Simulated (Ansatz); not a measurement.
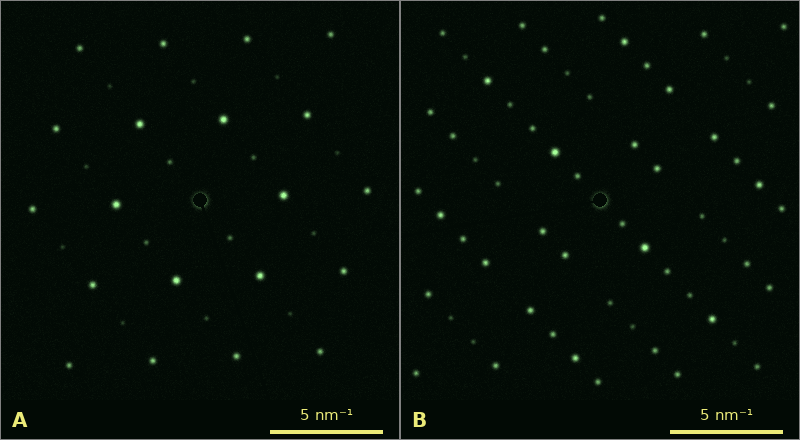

Kinematic electron diffraction patterns (300 kV, B = 0.5 Å², same scale, each along a low-index zone) of two structures of composition CuSb3, each relaxed at zero pressure with DFT PBE, scalar-relativistic, plane waves, PAW in Ansatz. The runs are not spin-polarised.

The structures (standard cells):
1. Pm-3m (No. 221), a = 4.593 Å, 4 atoms; generated start, possibly hypothetical
2. P6_3/mmc (No. 194), a = 7.834 Å, c = 3.938 Å (hexagonal axes), 8 atoms; generated start, possibly hypothetical

Which pattern belongs to which structure, and along which zone?

A is structure 1 along [110] or an equivalent direction: rectangular net of 0 0 1 at d = 4.59 Å and 1 -1 0 at d = 3.25 Å, 90.0° apart (some points of this net are extinct or too weak to see). B is structure 2 along [101] or an equivalent direction: centred rectangular net of 0 1 0 at d = 6.78 Å and 1 0 -1 at d = 3.41 Å, 75.5° apart (some points of this net are extinct or too weak to see).

Rank the structures by their computed energy.

Structure 2 (P6_3/mmc, 26.16 Å³ an atom) is the lowest of these; structure 1 (Pm-3m, 24.22 Å³ an atom) lies about 230 meV an atom higher. These are static energies at 0 K; other structures, not shown, may lie lower still.
